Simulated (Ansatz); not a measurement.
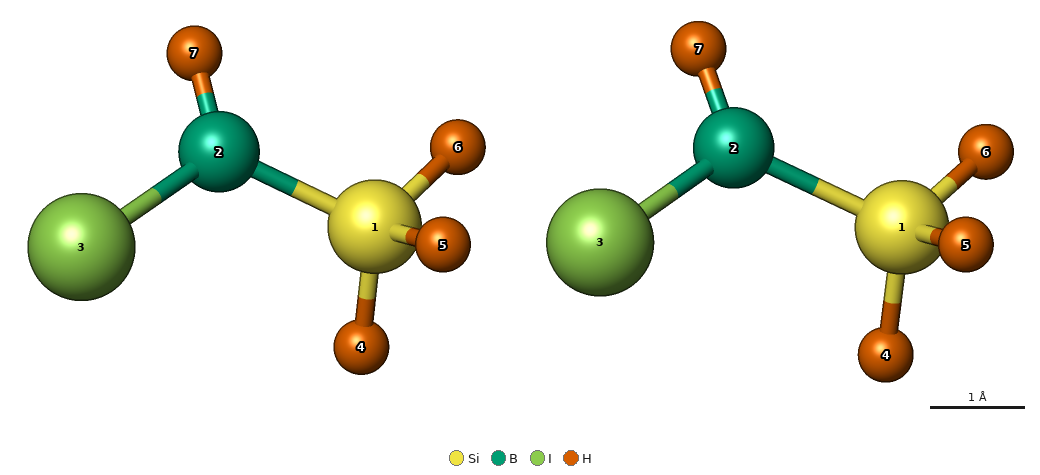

Two geometries of BSiH$_{4}$I, drawn at one scale. One is the start of a relaxation, the other its converged end. A ball-and-stick model, seen at a tilt.

These are results of RKS PBE-D4/def2-SVP (Ansatz), not measurements. (no spin polarisation; force threshold 0.02 eV/Å; at most 40 steps)

**Which of the two is the end point?**

The right one is the relaxed one. The run prepares the start of a later molecular dynamics calculation, from a guessed geometry. The atom that moves furthest after the best rigid fit is H7 (0.19 Å). Largest moves by element: H 0.19 Å, Si 0.08 Å, B 0.07 Å, I 0.06 Å. Near-neighbour distances that change, for instance: Si1–B2 1.873 → 2.019 Å, Si1–H4 1.426 → 1.508 Å, B2–I3 2.188 → 2.128 Å, B2–H7 1.193 → 1.212 Å. Bond angles that change, for instance: I3–B2–H7 119.9° → 114.5°, Si1–B2–H7 121.4° → 126.7°, B2–Si1–H5 111.8° → 109.4°. After 4 geometry steps the energy has fallen by 0.302 eV. The largest force component goes from 2.3 to 0.019 eV/Å. The run took 14 s on 1 thread of Arm Neoverse V1, with other jobs on the host, peak memory 0.14 GiB.
